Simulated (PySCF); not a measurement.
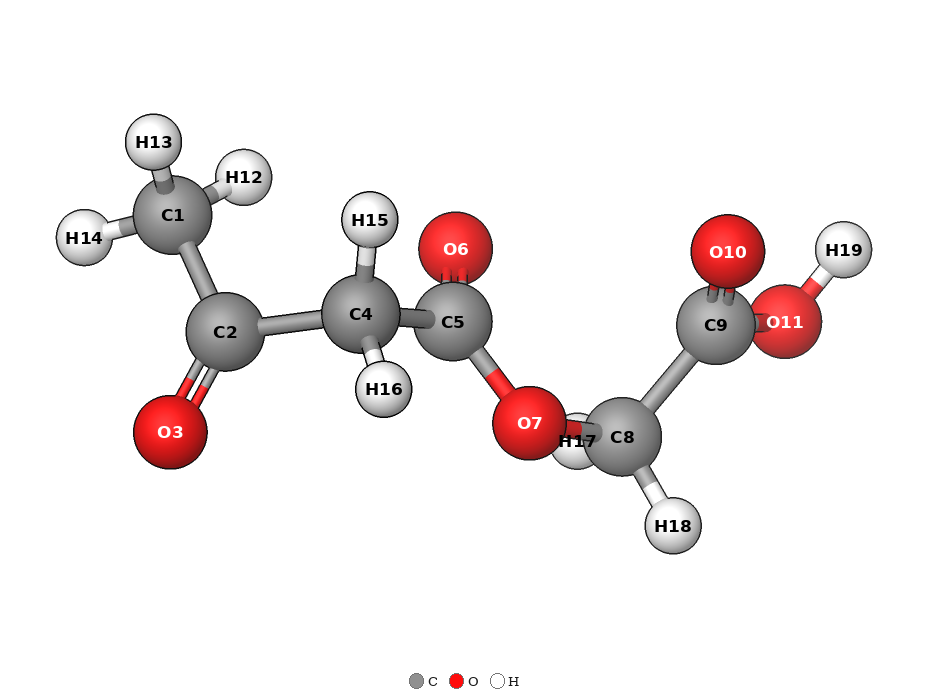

Computed geometry: GFN2-xTB optimisation. No frequency run is at hand to confirm it as a minimum. Electric field gradients from the ground-state density, PBE0/pcSseg-1 (PySCF 2.14.0), non-relativistic apart from any core potentials.

Give the largest field-gradient component, the quadrupole coupling constant and the asymmetry for 17O at O3 (Q = −25.6 mb), 17O at O6 (Q = −25.6 mb), 17O at O7 (Q = −25.6 mb), 17O at O10 (Q = −25.6 mb), 17O at O11 (Q = −25.6 mb).

```json
{"atom": "O3", "V_zz (a.u.)": "−2.014", "e²qQ/h (MHz)": "12.11", "η": "0.51"}
{"atom": "O6", "V_zz (a.u.)": "−1.540", "e²qQ/h (MHz)": "9.26", "η": "0.13"}
{"atom": "O7", "V_zz (a.u.)": "1.746", "e²qQ/h (MHz)": "−10.50", "η": "0.39"}
{"atom": "O10", "V_zz (a.u.)": "−1.545", "e²qQ/h (MHz)": "9.30", "η": "0.18"}
{"atom": "O11", "V_zz (a.u.)": "1.637", "e²qQ/h (MHz)": "−9.85", "η": "0.45"}
```
